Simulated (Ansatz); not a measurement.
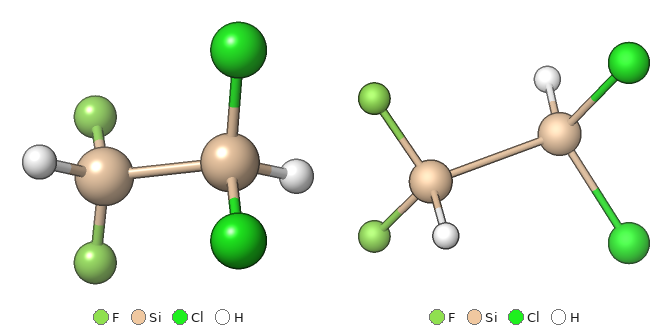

Two views of one molecule.

Computed geometry: PBE0-D4/def2-TZVP optimisation.

Identify the structure.

It has 8 atoms: 2 chlorine, 2 fluorine, 2 hydrogen and 2 silicon (Cl₂F₂H₂Si₂). As SMILES it reads `F[SiH](F)[SiH](Cl)Cl`. It has no ring. Among its groups: Si–H bond. The point group is Cs. Coordination: 2 Si tetrahedral.

The parts below concern this one geometry. Atoms keep their numbers from picture to picture.

### Dipole moment

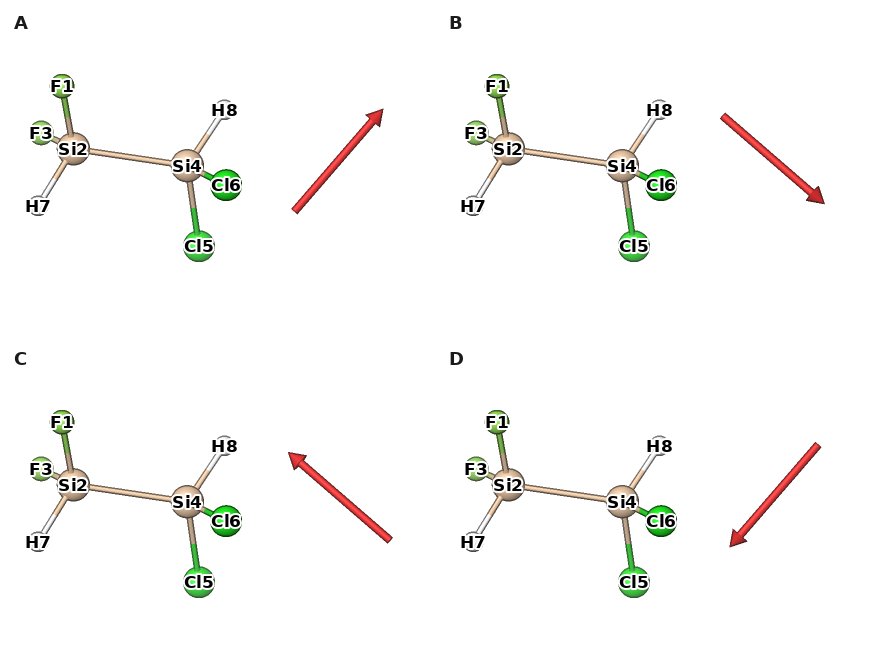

The same molecule four times, each with an arrow. Properties computed with RKS r2SCAN-D4/def2-TZVPP (Ansatz 0.2.0).

Which arrow points along the dipole moment, from the negative to the positive end?

Answer. B. The dipole moment is 0.30 D; it points from the side of F1, F3 to the side of Cl5, Cl6 (the outermost atoms at the two ends).

### Charges

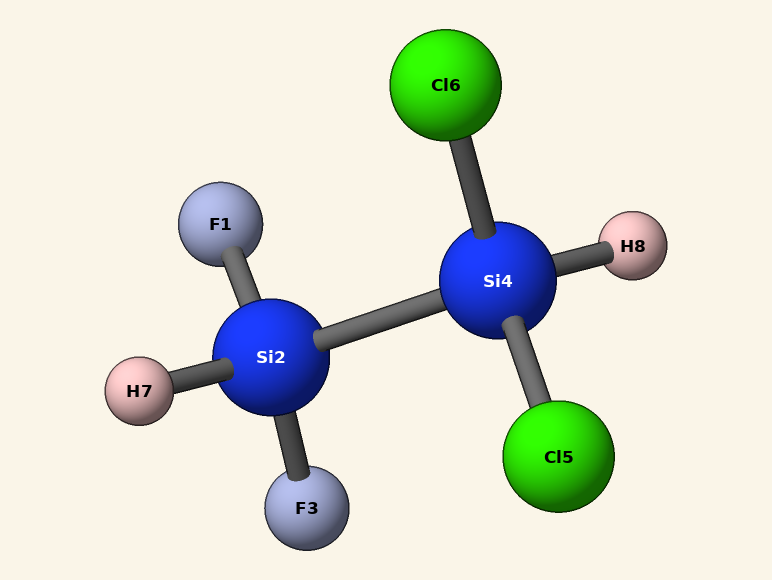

The questions are on Mulliken charges. Level of theory: RKS r2SCAN-D4/def2-TZVPP (Ansatz 0.2.0).

Give the Mulliken charges atom by atom.

| atom | value (e) |
| --- | --- |
| F1 | −0.30 |
| Si2 | 0.72 |
| F3 | −0.30 |
| Si4 | 0.46 |
| Cl5 | −0.22 |
| Cl6 | −0.22 |
| H7 | −0.08 |
| H8 | −0.06 |

### Vibrations

Harmonic vibrations computed with RKS PBE0-D4/def2-TZVP (Ansatz 0.2.0) at a stationary point of the same level.

List the wavenumbers.

Answer. 18 modes: 26, 65, 123, 161, 190, 225, 332, 458, 544, 585, 717, 774, 810, 828, 893, 951, 2256, 2264 cm⁻¹.

Mulliken values depend strongly on the basis set and can even reverse the polarity of a bond.
